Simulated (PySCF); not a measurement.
## Run report: C$_{6}$H$_{10}$O$_{2}$Si$_{2}$, geometry relaxation (part 2 of 2)

C$_{6}$H$_{10}$O$_{2}$Si$_{2}$, SMILES [SiH3]O[SiH2]Oc1ccccc1; PBE0-D3(BJ)/def2-SVP geometry optimisation, gas phase (PySCF 2.14.0). It belongs to a series of runs on one base structure; here: H on Si replaced by OSiH3.

Geometry of the input (Å):
```
Si 4.2838  -0.1499  -0.8552
O  2.9837  0.7548  -0.3990
Si 1.5171  1.2604  0.0599
O  0.5777  0.0171  -0.2339
C  -0.7842  -0.1737  -0.0754
C  -1.3325  -1.3871  -0.4408
C  -2.6733  -1.6233  -0.2852
C  -3.4896  -0.6312  0.2317
C  -2.9637  0.5871  0.6263
C  -1.6099  0.8169  0.4699
H  5.3205  0.8565  -1.0272
H  3.9308  -0.8018  -2.1022
H  4.5312  -1.0699  0.1970
H  1.5958  1.5483  1.5059
H  1.2044  2.4037  -0.7649
H  -0.6784  -2.1361  -0.8386
H  -3.0952  -2.5647  -0.5768
H  -4.5721  -0.8112  0.3600
H  -3.5982  1.3478  1.0162
H  -1.1987  1.7718  0.7525
```

Trajectory as extended XYZ, continued
```
20
Properties=species:S:1:pos:R:3:forces:R:3 step=9 energy=-26206.37440
Si    3.1993    0.1906   -0.1174   -0.0173  -0.0161  -0.0053
O     2.0033    1.2584    0.3017    0.0428   0.0705  -0.0188
Si    0.4790    1.6818    0.7075    0.0504   0.0302   0.0261
O    -0.4694    0.3480    0.3717   -0.0248  -0.0029  -0.0055
C    -1.8013    0.1679    0.5128    0.0279  -0.0173  -0.0048
C    -2.3318   -1.0660    0.1224   -0.0276  -0.0169   0.0011
C    -3.6955   -1.3083    0.2477    0.0279   0.0566   0.0181
C    -4.5428   -0.3252    0.7615   -0.0437  -0.0060   0.0023
C    -4.0118    0.9031    1.1491    0.0029  -0.0038  -0.0017
C    -2.6465    1.1574    1.0284   -0.0022  -0.0630  -0.0227
H     4.4515    0.9665   -0.3397    0.0028   0.0007   0.0010
H     2.8318   -0.5303   -1.3704   -0.0006  -0.0119   0.0001
H     3.4153   -0.7955    0.9810    0.0002  -0.0156   0.0050
H     0.4110    2.0034    2.1593   -0.0190  -0.0121   0.0066
H     0.0447    2.8417   -0.1161   -0.0154  -0.0048  -0.0115
H    -1.6518   -1.8206   -0.2769    0.0091   0.0033   0.0006
H    -4.1001   -2.2755   -0.0599   -0.0038  -0.0009   0.0013
H    -5.6135   -0.5169    0.8588    0.0037   0.0044   0.0032
H    -4.6647    1.6802    1.5527   -0.0147   0.0070   0.0056
H    -2.2414    2.1250    1.3375    0.0014  -0.0014  -0.0006
20
Properties=species:S:1:pos:R:3:forces:R:3 step=10 energy=-26206.37800
Si    3.1620    0.1753   -0.1158   -0.0134  -0.0111  -0.0081
O     2.0096    1.2950    0.2944    0.0251   0.0581  -0.0232
Si    0.4821    1.7089    0.7040    0.0709   0.0463   0.0324
O    -0.4584    0.3702    0.3658   -0.0341  -0.0156  -0.0086
C    -1.7887    0.1778    0.5097    0.0328  -0.0073   0.0007
C    -2.3113   -1.0586    0.1169   -0.0172  -0.0224  -0.0042
C    -3.6728   -1.3121    0.2447    0.0274   0.0544   0.0169
C    -4.5267   -0.3376    0.7638   -0.0265  -0.0064   0.0024
C    -4.0030    0.8929    1.1542   -0.0051   0.0146   0.0063
C    -2.6400    1.1587    1.0312   -0.0144  -0.0678  -0.0245
H     4.4418    0.9014   -0.3481    0.0044   0.0003   0.0029
H     2.7646   -0.5431   -1.3610   -0.0010  -0.0141   0.0007
H     3.3420   -0.8071    0.9925   -0.0004  -0.0173   0.0048
H     0.4160    2.0275    2.1568   -0.0253  -0.0168   0.0073
H     0.0432    2.8704   -0.1145   -0.0215  -0.0088  -0.0151
H    -1.6268   -1.8068   -0.2867    0.0096   0.0021  -0.0001
H    -4.0705   -2.2815   -0.0651   -0.0023  -0.0016   0.0009
H    -5.5957   -0.5378    0.8635    0.0060   0.0064   0.0026
H    -4.6607    1.6636    1.5625   -0.0147   0.0081   0.0061
H    -2.2418    2.1284    1.3427   -0.0004  -0.0011  -0.0004
20
Properties=species:S:1:pos:R:3:forces:R:3 step=11 energy=-26206.38269
Si    3.1020    0.1523   -0.1128    0.0004  -0.0142  -0.0110
O     2.0204    1.3495    0.2801   -0.0149   0.0388  -0.0191
Si    0.4886    1.7493    0.6971    0.0627   0.0568   0.0389
O    -0.4403    0.4022    0.3549   -0.0218  -0.0235  -0.0154
C    -1.7674    0.1909    0.5033    0.0193   0.0054   0.0095
C    -2.2795   -1.0487    0.1073    0.0015  -0.0126  -0.0045
C    -3.6380   -1.3150    0.2416    0.0081   0.0130   0.0038
C    -4.5011   -0.3535    0.7696    0.0064  -0.0024   0.0003
C    -3.9874    0.8799    1.1635   -0.0060   0.0194   0.0082
C    -2.6275    1.1584    1.0340   -0.0166  -0.0224  -0.0081
H     4.4215    0.7983   -0.3581    0.0038  -0.0015   0.0061
H     2.6608   -0.5615   -1.3460   -0.0022  -0.0116   0.0040
H     3.2244   -0.8217    1.0115   -0.0024  -0.0104  -0.0012
H     0.4220    2.0608    2.1516   -0.0225  -0.0219   0.0042
H     0.0390    2.9126   -0.1130   -0.0198  -0.0173  -0.0182
H    -1.5901   -1.7882   -0.3038    0.0038  -0.0008  -0.0005
H    -4.0273   -2.2870   -0.0711    0.0005  -0.0014   0.0004
H    -5.5671   -0.5659    0.8738    0.0041   0.0033   0.0008
H    -4.6503    1.6423    1.5795   -0.0039   0.0034   0.0023
H    -2.2376    2.1306    1.3485   -0.0006  -0.0002  -0.0004
20
Properties=species:S:1:pos:R:3:forces:R:3 step=12 energy=-26206.38579
Si    3.0159    0.1239   -0.1083    0.0126  -0.0212  -0.0208
O     2.0314    1.4133    0.2612   -0.0174   0.0121  -0.0097
Si    0.4971    1.8003    0.6897    0.0509   0.0807   0.0484
O    -0.4160    0.4435    0.3416   -0.0089  -0.0243  -0.0212
C    -1.7385    0.2100    0.4961    0.0082   0.0026   0.0092
C    -2.2339   -1.0349    0.0957   -0.0003  -0.0020   0.0003
C    -3.5876   -1.3207    0.2369   -0.0003  -0.0024  -0.0009
C    -4.4618   -0.3753    0.7755    0.0035  -0.0014   0.0006
C    -3.9649    0.8635    1.1737    0.0002   0.0045   0.0012
C    -2.6099    1.1612    1.0373   -0.0086   0.0015  -0.0006
H     4.3799    0.6621   -0.3683    0.0023  -0.0029   0.0088
H     2.5176   -0.5798   -1.3256   -0.0016  -0.0046   0.0039
H     3.0639   -0.8351    1.0348   -0.0005  -0.0028  -0.0015
H     0.4299    2.0995    2.1469   -0.0183  -0.0192   0.0018
H     0.0347    2.9655   -0.1102   -0.0196  -0.0197  -0.0184
H    -1.5360   -1.7618   -0.3237    0.0002  -0.0003  -0.0002
H    -3.9647   -2.2965   -0.0791   -0.0007  -0.0009   0.0004
H    -5.5238   -0.6044    0.8845   -0.0001   0.0002  -0.0003
H    -4.6363    1.6139    1.5980   -0.0010   0.0001   0.0000
H    -2.2317    2.1372    1.3549   -0.0006   0.0001  -0.0009
20
Properties=species:S:1:pos:R:3:forces:R:3 step=13 energy=-26206.38649
Si    2.9402    0.1014   -0.1067    0.0087  -0.0167  -0.0247
O     2.0418    1.4607    0.2473   -0.0118  -0.0280   0.0024
Si    0.5079    1.8423    0.6901    0.0309   0.0648   0.0283
O    -0.3941    0.4790    0.3335   -0.0220  -0.0189  -0.0148
C    -1.7130    0.2271    0.4917   -0.0003   0.0020   0.0072
C    -2.1934   -1.0231    0.0901    0.0046  -0.0005   0.0012
C    -3.5431   -1.3267    0.2344   -0.0042  -0.0083  -0.0030
C    -4.4285   -0.3941    0.7771    0.0106   0.0025  -0.0001
C    -3.9466    0.8503    1.1762   -0.0014   0.0017   0.0009
C    -2.5959    1.1656    1.0368    0.0007   0.0113   0.0019
H     4.3350    0.5468   -0.3768    0.0006   0.0009   0.0097
H     2.3929   -0.5869   -1.3117    0.0020   0.0040   0.0010
H     2.9279   -0.8439    1.0489    0.0029   0.0042   0.0015
H     0.4393    2.1253    2.1505   -0.0069  -0.0077  -0.0013
H     0.0338    3.0088   -0.1009   -0.0128  -0.0123  -0.0094
H    -1.4875   -1.7402   -0.3330   -0.0017  -0.0011   0.0000
H    -3.9084   -2.3067   -0.0824    0.0005   0.0000   0.0001
H    -5.4871   -0.6373    0.8884   -0.0004   0.0002  -0.0005
H    -4.6266    1.5913    1.6035    0.0013   0.0003  -0.0004
H    -2.2295    2.1459    1.3546   -0.0015   0.0019  -0.0001
20
Properties=species:S:1:pos:R:3:forces:R:3 step=14 energy=-26206.38690
Si    2.9704    0.1069   -0.1113   -0.0037  -0.0011  -0.0091
O     2.0372    1.4389    0.2529   -0.0093  -0.0034   0.0053
Si    0.5052    1.8273    0.6938    0.0249   0.0194   0.0085
O    -0.4028    0.4674    0.3377   -0.0222  -0.0169  -0.0101
C    -1.7231    0.2225    0.4945    0.0072   0.0034   0.0058
C    -2.2085   -1.0268    0.0956    0.0037  -0.0012   0.0004
C    -3.5597   -1.3240    0.2381   -0.0027  -0.0068  -0.0024
C    -4.4418   -0.3859    0.7765    0.0091   0.0016  -0.0001
C    -3.9550    0.8575    1.1729   -0.0022   0.0039   0.0019
C    -2.6027    1.1666    1.0353   -0.0015   0.0064   0.0008
H     4.3541    0.5900   -0.3744    0.0009  -0.0004   0.0060
H     2.4430   -0.5848   -1.3231   -0.0008   0.0022   0.0004
H     2.9816   -0.8473    1.0370   -0.0004   0.0010  -0.0003
H     0.4351    2.1112    2.1539   -0.0005  -0.0023  -0.0022
H     0.0331    2.9921   -0.1009   -0.0031  -0.0063  -0.0042
H    -1.5049   -1.7481   -0.3241   -0.0011  -0.0009   0.0001
H    -3.9288   -2.3032   -0.0768    0.0007  -0.0001   0.0002
H    -5.5018   -0.6239    0.8864    0.0002   0.0003  -0.0002
H    -4.6327    1.6026    1.5968    0.0015   0.0004  -0.0003
H    -2.2328    2.1463    1.3509   -0.0006   0.0008  -0.0005
20
Properties=species:S:1:pos:R:3:forces:R:3 step=15 energy=-26206.38700
Si    2.9679    0.1044   -0.1131   -0.0027  -0.0001  -0.0059
O     2.0376    1.4380    0.2527   -0.0051   0.0002   0.0056
Si    0.5065    1.8277    0.6949    0.0102   0.0048   0.0026
O    -0.4028    0.4688    0.3366   -0.0072  -0.0062  -0.0078
C    -1.7228    0.2240    0.4943    0.0059   0.0008   0.0044
C    -2.2075   -1.0262    0.0972   -0.0001  -0.0007   0.0012
C    -3.5584   -1.3241    0.2402    0.0000  -0.0001   0.0000
C    -4.4405   -0.3852    0.7775    0.0000   0.0005   0.0002
C    -3.9546    0.8591    1.1720   -0.0007   0.0015   0.0006
C    -2.6025    1.1689    1.0336   -0.0020   0.0000  -0.0008
H     4.3532    0.5849   -0.3727    0.0013  -0.0011   0.0043
H     2.4403   -0.5833   -1.3269   -0.0001   0.0013  -0.0007
H     2.9753   -0.8518    1.0335   -0.0005  -0.0004  -0.0008
H     0.4361    2.1083    2.1554    0.0010   0.0013  -0.0008
H     0.0343    2.9932   -0.0987   -0.0006  -0.0027  -0.0024
H    -1.5035   -1.7477   -0.3215   -0.0001   0.0000   0.0004
H    -3.9271   -2.3039   -0.0730   -0.0001   0.0001   0.0004
H    -5.5003   -0.6235    0.8878    0.0001   0.0005   0.0002
H    -4.6327    1.6045    1.5946    0.0006   0.0001  -0.0003
H    -2.2331    2.1494    1.3473    0.0001   0.0000  -0.0007
```

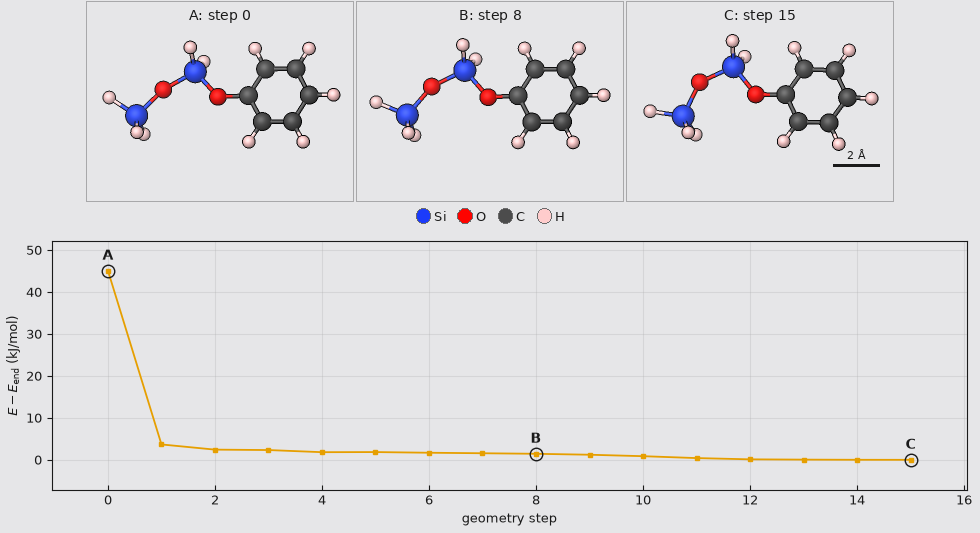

*Frames of the relaxation (ball-and-stick view, seen at a tilt) above the curves, on which the letters mark them (steps are counted from 0).*

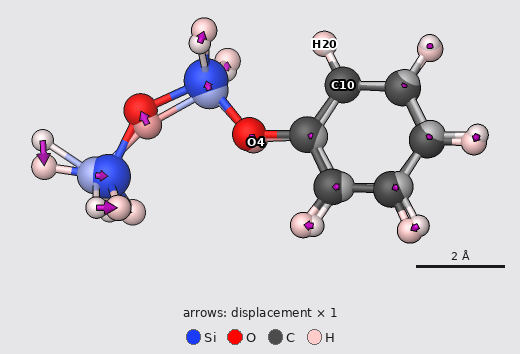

*Start (faint) and end (solid) with the displacements as pink arrows, at true length (ball-and-stick view, seen at a tilt). The two geometries are laid on each other by the best rigid fit.*

The energy falls by 45.1 kJ/mol in 15 geometry steps. The largest force component goes from 3.4 to 0.01 eV/Å. The largest move after the best rigid fit is that of H11, 0.60 Å. By element the largest moves are H 0.60 Å, O 0.36 Å, Si 0.30 Å, C 0.17 Å. Among the contacts that change: Si3–O4 1.586 → 1.674 Å, Si1–H13 1.419 → 1.493 Å, Si3–H15 1.444 → 1.487 Å, Si1–H12 1.451 → 1.492 Å. Among the angles that change: Si1–O2–Si3 164.8° → 140.4°, O2–Si1–H11 102.4° → 107.4°, H11–Si1–H13 114.3° → 109.6°. (Atoms are counted from 1 in the order of the input.)

Results in brief

- outcome: converged
- total energy: −963.066967 hartree
- dipole moment: 0.46 D
- point group: C1
- hardware: 1 CPU thread, shared host
- wall time: 6.1 min
- peak memory: 0.92 GiB
